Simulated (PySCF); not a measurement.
**Run report: C$_{7}$H$_{10}$GaNS, geometry relaxation (part 2 of 2)**

The same run, continued: C$_{7}$H$_{10}$GaNS, SMILES CC(=S)c1cc[n+]([GaH3-])cc1; PBE0-D3(BJ)/def2-SVP geometry optimisation, gas phase (PySCF 2.14.0). It belongs to a series of runs on one base structure; here: H on C replaced by C(S)CH3.

Geometry of the input (Å):
```
C  -3.4058  -0.2032  -0.4529
C  -2.4531  0.6268  0.3040
S  -3.0013  1.9189  1.1745
C  -0.8824  0.3746  0.1257
C  -0.5119  -0.2954  -1.0504
C  0.8514  -0.5111  -1.1693
N  1.7668  -0.1502  -0.1902
Ga 3.6536  -0.5175  -0.4134
C  1.2983  0.4836  1.0036
C  -0.0626  0.7292  1.1570
H  -3.2129  -1.2082  -0.4930
H  -3.5286  0.2907  -1.4720
H  -4.5459  -0.0299  -0.0026
H  -1.2234  -0.5657  -1.7934
H  1.2054  -1.0545  -2.0559
H  4.4759  0.6212  0.3971
H  3.9949  -0.4872  -1.9688
H  3.8921  -1.9695  0.2376
H  2.0005  0.7264  1.7265
H  -0.4486  1.2352  2.0588
```

### Trajectory as extended XYZ, continued
```
20
Properties=species:S:1:pos:R:3:forces:R:3 step=8 energy=-72087.63689
C    -3.4147   -0.1414   -0.5050   -0.0720   0.0336   0.0226
C    -2.4639    0.6420    0.3471    0.0404   0.0223   0.0182
S    -2.9881    1.7751    1.3964   -0.0105  -0.0463   0.0050
C    -1.0122    0.3720    0.1658   -0.0817  -0.0103  -0.0166
C    -0.5327   -0.2832   -0.9777    0.0572   0.0114   0.0401
C     0.8328   -0.4975   -1.1165    0.0262  -0.0481  -0.0646
N     1.7143   -0.1223   -0.1883   -0.0800   0.0122   0.0127
Ga    3.7850   -0.5716   -0.4121   -0.0185  -0.0020  -0.0090
C     1.2710    0.4968    0.9117    0.0502   0.0333   0.0902
C    -0.0713    0.7646    1.1278    0.0241  -0.0103  -0.0851
H    -3.1357   -1.2051   -0.5599   -0.0088  -0.0004   0.0214
H    -3.4025    0.2531   -1.5361    0.0124  -0.0132  -0.0052
H    -4.4379   -0.0436   -0.1205    0.0457   0.0074  -0.0274
H    -1.2034   -0.6155   -1.7702    0.0169   0.0031   0.0015
H     1.2481   -0.9891   -2.0003   -0.0037   0.0000  -0.0127
H     4.3751    0.6545    0.3984   -0.0026  -0.0012  -0.0016
H     3.8464   -0.5505   -1.9955    0.0032   0.0012   0.0008
H     3.8212   -1.9907    0.2913   -0.0016   0.0017   0.0019
H     2.0359    0.7853    1.6374   -0.0013   0.0093   0.0097
H    -0.4051    1.2814    2.0292    0.0045  -0.0036  -0.0019
20
Properties=species:S:1:pos:R:3:forces:R:3 step=9 energy=-72087.64020
C    -3.4279   -0.1114   -0.5275   -0.0895   0.0613  -0.0300
C    -2.4718    0.6157    0.3669    0.0388  -0.0326   0.0834
S    -3.0109    1.6649    1.4956    0.0823  -0.0461  -0.0408
C    -1.0166    0.3538    0.1699   -0.0358   0.0272  -0.0111
C    -0.5314   -0.3101   -0.9673   -0.0176   0.0474   0.0640
C     0.8360   -0.5133   -1.1075    0.0664  -0.0352  -0.0549
N     1.7205   -0.1162   -0.1909   -0.0313   0.0069   0.0491
Ga    3.8069   -0.5662   -0.4122   -0.1340   0.0158  -0.0064
C     1.2774    0.5158    0.9032   -0.0192  -0.0359  -0.0473
C    -0.0685    0.7676    1.1165   -0.0272   0.0484   0.0362
H    -3.1956   -1.1862   -0.5867    0.0130  -0.0122   0.0124
H    -3.3596    0.2941   -1.5525    0.0005  -0.0335   0.0000
H    -4.4602    0.0249   -0.1748    0.1243  -0.0044  -0.0422
H    -1.1985   -0.6578   -1.7552   -0.0077  -0.0155  -0.0173
H     1.2512   -1.0123   -1.9873   -0.0074  -0.0056  -0.0076
H     4.3852    0.6782    0.3767    0.0116   0.0009  -0.0015
H     3.8540   -0.5733   -1.9956    0.0178   0.0033  -0.0037
H     3.8364   -1.9718    0.3168    0.0106  -0.0004   0.0044
H     2.0401    0.8255    1.6222    0.0030   0.0064   0.0042
H    -0.4044    1.2922    2.0127    0.0012   0.0038   0.0091
20
Properties=species:S:1:pos:R:3:forces:R:3 step=10 energy=-72087.64410
C    -3.4189   -0.0946   -0.5475   -0.0265   0.0571  -0.0427
C    -2.4710    0.5953    0.3834    0.0027  -0.0083   0.0282
S    -3.0125    1.5976    1.5510    0.0070  -0.0176  -0.0069
C    -1.0179    0.3451    0.1818   -0.0104   0.0014  -0.0100
C    -0.5369   -0.3252   -0.9533    0.0114   0.0387   0.0469
C     0.8304   -0.5245   -1.0996    0.0225  -0.0194  -0.0469
N     1.7143   -0.1129   -0.1902    0.0580  -0.0274   0.0168
Ga    3.8036   -0.5608   -0.4180   -0.1391   0.0213   0.0027
C     1.2744    0.5266    0.8998    0.0156   0.0062   0.0149
C    -0.0701    0.7748    1.1215    0.0024   0.0024  -0.0175
H    -3.2149   -1.1753   -0.6049    0.0094  -0.0153   0.0088
H    -3.3064    0.3127   -1.5678    0.0026  -0.0294   0.0073
H    -4.4540    0.0674   -0.2265    0.0093  -0.0004   0.0025
H    -1.2063   -0.6835   -1.7347   -0.0051  -0.0105  -0.0025
H     1.2433   -1.0299   -1.9768   -0.0012  -0.0040  -0.0011
H     4.3839    0.6925    0.3551    0.0093   0.0019  -0.0017
H     3.8458   -0.5850   -2.0014    0.0111   0.0048  -0.0031
H     3.8395   -1.9587    0.3255    0.0080   0.0000   0.0043
H     2.0405    0.8476    1.6100    0.0090   0.0045   0.0067
H    -0.4046    1.3047    2.0155    0.0041  -0.0059  -0.0067
20
Properties=species:S:1:pos:R:3:forces:R:3 step=11 energy=-72087.64640
C    -3.4137   -0.0780   -0.5654   -0.0299   0.0377  -0.0084
C    -2.4721    0.5792    0.3952    0.0123   0.0112  -0.0125
S    -3.0194    1.5379    1.5952   -0.0168  -0.0061   0.0128
C    -1.0182    0.3374    0.1914   -0.0040  -0.0056   0.0008
C    -0.5387   -0.3381   -0.9402    0.0136  -0.0029  -0.0106
C     0.8283   -0.5356   -1.0915   -0.0176   0.0062  -0.0007
N     1.7118   -0.1126   -0.1872    0.1098  -0.0392  -0.0094
Ga    3.7951   -0.5534   -0.4243   -0.0843   0.0172   0.0091
C     1.2758    0.5344    0.8997   -0.0082   0.0105   0.0007
C    -0.0690    0.7787    1.1241    0.0090   0.0016  -0.0020
H    -3.2354   -1.1640   -0.6186   -0.0010  -0.0102   0.0041
H    -3.2648    0.3255   -1.5817    0.0063  -0.0142   0.0004
H    -4.4518    0.1081   -0.2687    0.0023  -0.0079   0.0072
H    -1.2102   -0.7071   -1.7151    0.0029  -0.0028   0.0036
H     1.2396   -1.0478   -1.9656    0.0031   0.0005   0.0039
H     4.3816    0.7067    0.3341    0.0013   0.0017  -0.0007
H     3.8362   -0.5903   -2.0077   -0.0010   0.0036  -0.0011
H     3.8454   -1.9450    0.3308    0.0016   0.0014   0.0021
H     2.0445    0.8652    1.6030    0.0008  -0.0015   0.0010
H    -0.4026    1.3130    2.0155   -0.0001  -0.0014  -0.0003
20
Properties=species:S:1:pos:R:3:forces:R:3 step=12 energy=-72087.64799
C    -3.4130   -0.0552   -0.5828    0.0303   0.0059  -0.0067
C    -2.4720    0.5625    0.4048    0.0022   0.0041  -0.0230
S    -3.0250    1.4645    1.6456   -0.0151   0.0050   0.0178
C    -1.0176    0.3265    0.1970   -0.0013  -0.0014   0.0058
C    -0.5380   -0.3563   -0.9302    0.0056  -0.0138  -0.0143
C     0.8291   -0.5515   -1.0832   -0.0250   0.0154   0.0155
N     1.7131   -0.1160   -0.1852    0.0666  -0.0203  -0.0061
Ga    3.7884   -0.5416   -0.4274   -0.0225   0.0098   0.0071
C     1.2777    0.5403    0.8968   -0.0066   0.0034  -0.0088
C    -0.0673    0.7802    1.1230    0.0055  -0.0018  -0.0042
H    -3.2670   -1.1467   -0.6343   -0.0036  -0.0036  -0.0005
H    -3.2291    0.3433   -1.5947    0.0044  -0.0011  -0.0022
H    -4.4494    0.1587   -0.3048   -0.0400  -0.0005   0.0143
H    -1.2096   -0.7375   -1.6990   -0.0004   0.0028   0.0039
H     1.2398   -1.0710   -1.9532    0.0048   0.0004   0.0047
H     4.3729    0.7296    0.3144   -0.0005   0.0001   0.0005
H     3.8267   -0.5928   -2.0108   -0.0040  -0.0006   0.0000
H     3.8560   -1.9249    0.3418    0.0017   0.0008  -0.0004
H     2.0474    0.8824    1.5938   -0.0009  -0.0045  -0.0023
H    -0.4008    1.3197    2.0114   -0.0013  -0.0004  -0.0012
20
Properties=species:S:1:pos:R:3:forces:R:3 step=13 energy=-72087.64844
C    -3.4128   -0.0404   -0.5938    0.0023  -0.0002   0.0003
C    -2.4730    0.5530    0.4096   -0.0036   0.0036  -0.0109
S    -3.0303    1.4202    1.6735    0.0006   0.0022   0.0075
C    -1.0180    0.3196    0.2001    0.0038  -0.0012   0.0078
C    -0.5380   -0.3684   -0.9238    0.0027  -0.0110  -0.0111
C     0.8293   -0.5623   -1.0769   -0.0131   0.0074   0.0028
N     1.7148   -0.1194   -0.1837    0.0158  -0.0090   0.0000
Ga    3.7871   -0.5336   -0.4280    0.0053   0.0037   0.0010
C     1.2788    0.5426    0.8946   -0.0029   0.0030  -0.0013
C    -0.0665    0.7800    1.1216   -0.0036   0.0051   0.0017
H    -3.2845   -1.1343   -0.6488   -0.0030   0.0002  -0.0021
H    -3.2105    0.3588   -1.6018   -0.0004   0.0032  -0.0004
H    -4.4499    0.1869   -0.3244    0.0001  -0.0051   0.0008
H    -1.2096   -0.7562   -1.6892   -0.0006   0.0014   0.0006
H     1.2400   -1.0867   -1.9439    0.0014  -0.0003   0.0018
H     4.3674    0.7459    0.3030   -0.0012  -0.0001   0.0010
H     3.8218   -0.5948   -2.0112   -0.0029  -0.0020   0.0000
H     3.8674   -1.9111    0.3502    0.0015   0.0001  -0.0003
H     2.0486    0.8910    1.5881   -0.0018  -0.0014  -0.0001
H    -0.3998    1.3233    2.0078   -0.0005   0.0005   0.0010
20
Properties=species:S:1:pos:R:3:forces:R:3 step=14 energy=-72087.64855
C    -3.4131   -0.0343   -0.5991    0.0067  -0.0026  -0.0016
C    -2.4737    0.5494    0.4105   -0.0005   0.0002  -0.0007
S    -3.0322    1.4033    1.6831    0.0034  -0.0001  -0.0006
C    -1.0183    0.3166    0.2009   -0.0027  -0.0022   0.0031
C    -0.5379   -0.3740   -0.9214    0.0009  -0.0011   0.0013
C     0.8296   -0.5674   -1.0738    0.0002   0.0024  -0.0025
N     1.7154   -0.1215   -0.1823   -0.0105  -0.0013   0.0060
Ga    3.7880   -0.5300   -0.4273    0.0076   0.0013  -0.0014
C     1.2785    0.5431    0.8943    0.0015  -0.0009  -0.0018
C    -0.0669    0.7799    1.1212   -0.0028   0.0031  -0.0034
H    -3.2897   -1.1286   -0.6592    0.0002   0.0006  -0.0021
H    -3.2061    0.3690   -1.6044   -0.0009   0.0032   0.0001
H    -4.4500    0.1950   -0.3310   -0.0020  -0.0010   0.0009
H    -1.2092   -0.7642   -1.6858   -0.0008   0.0004  -0.0002
H     1.2406   -1.0938   -1.9393    0.0001  -0.0006   0.0006
H     4.3650    0.7539    0.2987   -0.0008   0.0000   0.0006
H     3.8198   -0.5965   -2.0104   -0.0011  -0.0017   0.0002
H     3.8748   -1.9047    0.3552    0.0013   0.0003   0.0002
H     2.0480    0.8941    1.5869    0.0001   0.0001   0.0010
H    -0.4005    1.3249    2.0062    0.0000   0.0002   0.0004
```

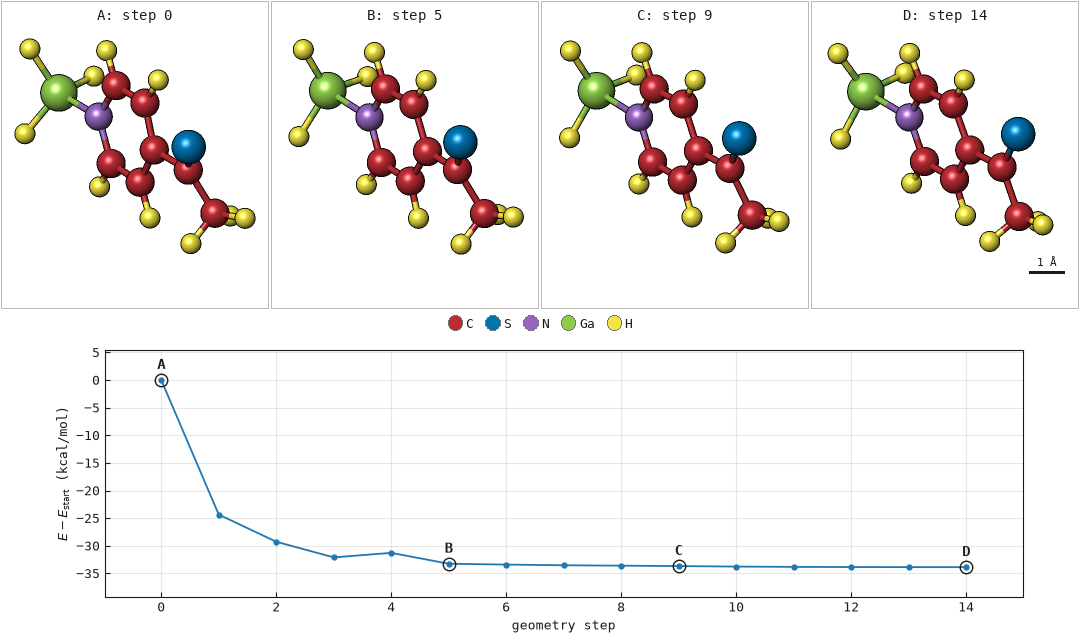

**Figure 1.** Frames of the relaxation (ball-and-stick view, seen at a tilt) above the curves, on which the letters mark them (steps are counted from 0).

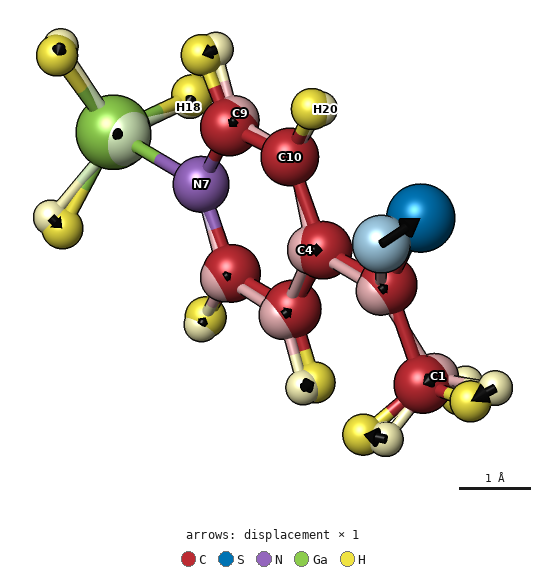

**Figure 2.** Start (faint) and end (solid) with the displacements as black arrows, at true length (ball-and-stick view, seen at a tilt). The two geometries are laid on each other by the best rigid fit. The atom that moves furthest after the best rigid fit is S3 (0.73 Å). By element the largest moves are S 0.73 Å, H 0.40 Å, C 0.22 Å, Ga 0.14 Å, N 0.06 Å. Distances before and after: N7–Ga8 1.935 → 2.127 Å, C1–H13 1.238 → 1.095 Å, C2–C4 1.601 → 1.489 Å, N7–C9 1.430 → 1.339 Å. Among the angles that change: N7–Ga8–H17 108.5° → 98.2°, C5–C4–C10 126.8° → 117.1°, H12–C1–H13 99.5° → 108.9°. The energy falls by 33.9 kcal/mol in 14 geometry steps. The largest force component goes from 5.2 to 0.011 eV/Å. (Atoms are counted from 1 in the order of the input.)

### Summary

| quantity | value |
| --- | --- |
| outcome | converged |
| total energy | −2649.172243 hartree |
| dipole moment | 6.03 D |
| point group | C1 |
| hardware | 1 CPU thread, shared host |
| wall time | 8 min |
| peak memory | 1.1 GiB |
